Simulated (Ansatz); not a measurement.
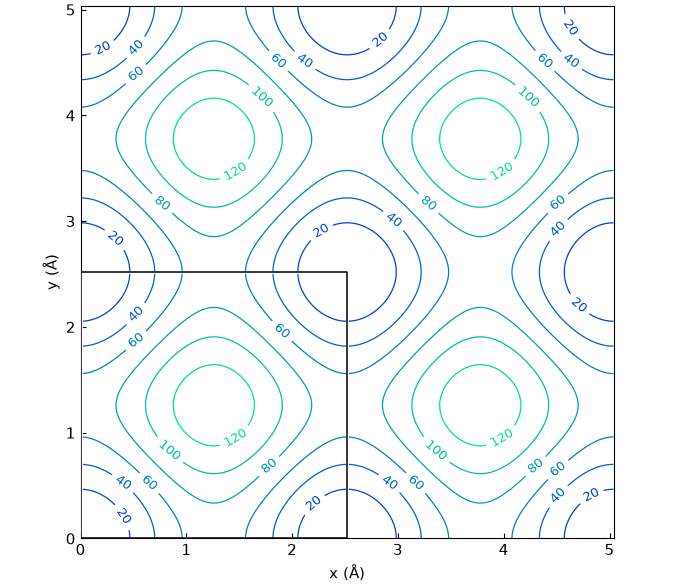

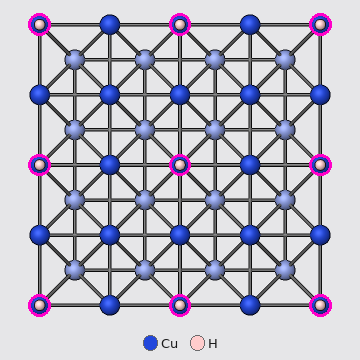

Energy landscape of H on a Cu(100) slab cut from the Fm-3m phase, its upper half relaxed before the scan (12 atoms of substrate and one adsorbate in a 2 × 2 cell). 
- H is moved over the surface cell at a fixed height above a rigid substrate; the origin of the map has the adsorbate above Cu9; the height is held at 2.50 Å.
- Places are given modulo a cell vector. The map is drawn in real space over the plane of the surface.
- Grid: 6 × 6 points; 10 points were computed and 26 follow by symmetry.
- Places are given in fractions of the 1 × 1 surface cell.
- All energies are given in meV relative to the lowest grid point.
- The runs have no spin polarisation, so an open-shell adsorbate far from the surface lies too high. At a fixed height the lowest place need not be the adsorption site.
- Method: DFT PBE+D3(BJ), scalar-relativistic, plane waves, PAW in Ansatz. Settings: cutoff 420 eV, k-mesh 5×5×1, gaussian smearing 0.1 eV, no spin polarisation.

The picture shows contour lines labelled in meV, the outline of one cell of the 2 × 2 shown. Between grid points the surface is interpolated. The second picture is the structure at the lowest point; rings mark the moved atoms.

Q: Where are the wells?

A: The lowest grid point is at the top site over a surface Cu atom, (0/6, 0/6) of the cell vectors. No other kind of well shows on this grid. The highest grid point, a fourfold hollow over a second-layer Cu atom, (3/6, 3/6) of the cell vectors, lies 134 meV above the lowest. On the interpolated surface the easiest way out of the lowest well to its copy in the next cell or period passes a barrier of about 70 meV. At the lowest point the adsorbate has 1 Cu at 2.50 Å as nearest neighbours, at the highest 4 Cu at 3.07 Å.

The values on the grid:

| second ↓, first → | 0/6 | 1/6 | 2/6 | 3/6 | 4/6 | 5/6 |
| --- | --- | --- | --- | --- | --- | --- |
| 5/6 | 17 | 33 | 68 | 85 | 68 | 33 |
| 4/6 | 52 | 68 | 101 | 118 | 101 | 68 |
| 3/6 | 70 | 85 | 118 | 134 | 118 | 85 |
| 2/6 | 52 | 68 | 101 | 118 | 101 | 68 |
| 1/6 | 17 | 33 | 68 | 85 | 68 | 33 |
| 0/6 | 0 | 17 | 52 | 70 | 52 | 17 |

The whole map (10 points run) took 6.5 min on 4 threads of Arm Neoverse V1, with other jobs on the host.

PAW datasets: the set soft_1.
